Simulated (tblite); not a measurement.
# Frequency calculation, with input and output: C5H10GeNP

C5H10GeNP, computed with GFN2-xTB harmonic vibrations, gas phase (tblite 0.8.0).

It belongs to a series of runs on one base structure; here: H on C replaced by N-pyrrolyl.

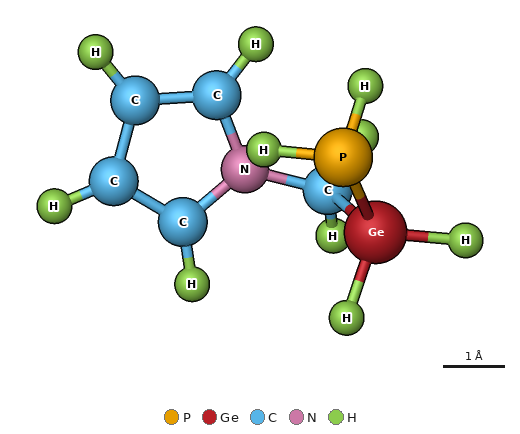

Figure 1. The structure (ball-and-stick view, seen at a tilt). Sticks mark near contacts. Bond lengths as drawn: C–C 1.37 to 1.41 Å, C–Ge 2.03 Å, C–H 1.07 to 1.09 Å, C–N 1.36 to 1.43 Å, Ge–H 1.51 to 1.52 Å, Ge–P 2.30 Å and H–P 1.39 Å.

## Input
```
{"job": {"kind": "ir", "xc": "GFN2-xTB", "basis": "xTB"}, "charge": 0, "multiplicity": 1}
P      2.426636     1.557337     0.347212
Ge     2.101073    -0.716370     0.291395
C      0.553320    -1.296639    -0.883680
N     -0.600209    -0.483455    -0.659488
C     -0.929921     0.634085    -1.358352
C     -2.032117     1.203771    -0.778233
C     -2.374859     0.403333     0.326725
C     -1.467326    -0.621035     0.376540
H      1.062844     1.797980     0.446283
H      2.401019     1.656717    -1.038656
H      3.339808    -1.467616    -0.154454
H      1.834200    -1.234029     1.687245
H      0.847277    -1.223767    -1.933069
H      0.313945    -2.340039    -0.672794
H     -0.372343     0.926866    -2.228064
H     -2.536433     2.091202    -1.106238
H     -3.191364     0.564019     1.002807
H     -1.384310    -1.446043     1.058403
```

The first line tells a small driver script what to run in tblite; the rest is the geometry in Å.

Machine: 1 CPU thread, shared host.

Command:
```bash
OMP_NUM_THREADS=1 python <driver script> task.json out
```

## Output
```
mode    cm-1     km/mol
  1      23.7      0.22
  2      47.9      1.17
  3      67.0      0.75
  4     102.4     11.46
  5     113.4      2.57
  6     242.9      5.21
  7     324.3     28.84
  8     338.3      0.28
  9     367.3      4.08
 10     499.6      2.85
 11     555.6     10.95
 12     571.1    101.24
 13     581.9      0.95
 14     616.2    136.67
 15     692.8     14.39
 16     736.7     32.70
 17     746.0      3.06
 18     752.6     91.94
 19     763.1     35.11
 20     778.7    130.77
 21     813.3      3.73
 22     836.9      3.03
 23     840.9     69.68
 24     843.9    177.01
 25     972.1     13.08
 26    1079.8      9.86
 27    1094.9      2.15
 28    1102.9      1.77
 29    1115.3      6.90
 30    1120.0      8.35
 31    1207.5     15.67
 32    1219.1      5.06
 33    1326.6     19.10
 34    1415.1      3.50
 35    1427.2      0.19
 36    1434.4      2.53
 37    1485.0    106.05
 38    1545.4      0.95
 39    1863.2    307.08
 40    1942.0    474.45
 41    2257.9    116.42
 42    2321.2    129.09
 43    2952.0     23.86
 44    2961.3     17.01
 45    3139.9     22.36
 46    3143.1     14.08
 47    3161.5     43.24
 48    3172.7     37.76
```

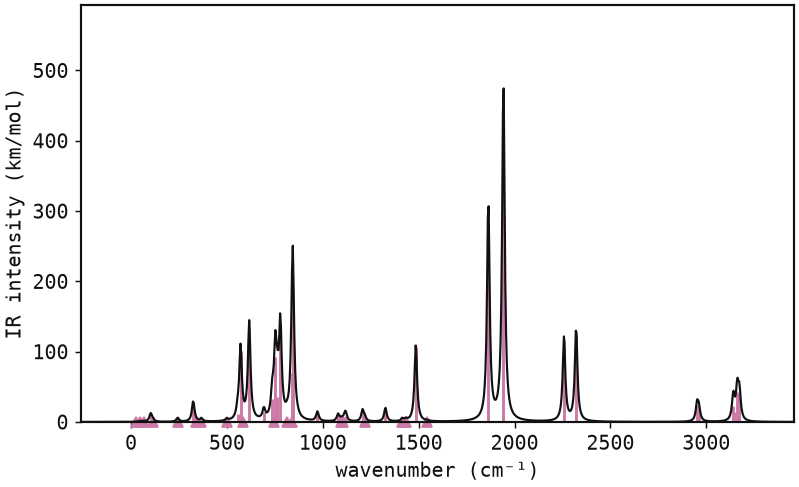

Figure 2. Harmonic infrared spectrum, unscaled: sticks (degenerate modes added up, dark ones marked on the axis) with a Lorentzian envelope of 16 cm⁻¹ full width, scaled to the tallest stick. 48 modes from 24 to 3173 cm⁻¹, none imaginary. The strongest line is at 1942 cm⁻¹ (474 km/mol).

## Summary

- outcome: converged
- total energy: −630.2486 eV
- zero-point energy: 81.0800 kcal/mol
- wall time: 0.76 s
- peak memory: 0.18 GiB
